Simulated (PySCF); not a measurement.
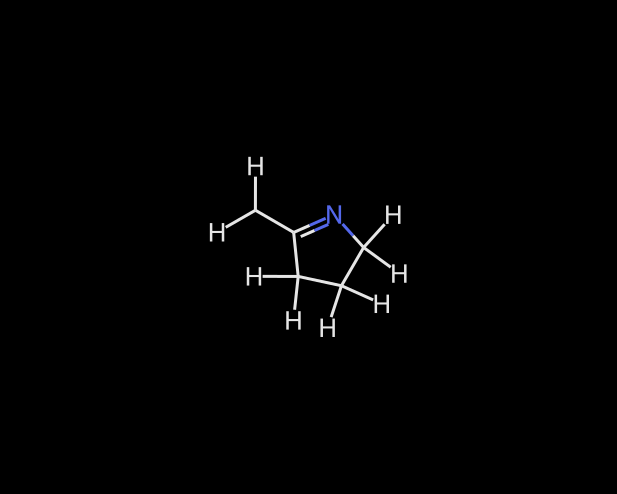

The species is neutral and a spin doublet. The computed structure is the end point of a GFN2-xTB optimisation. No frequency run is at hand to confirm it as a minimum. Properties computed with UKS B3LYP, pcH-1 on C H N, non-relativistic (PySCF 2.14.0).

What does the calculation give?

The species is C₅H₈N (`[CH2]C1=NCCC1`).
- ⟨S²⟩ of the determinant: 0.777
- isotropic g value: 2.00352
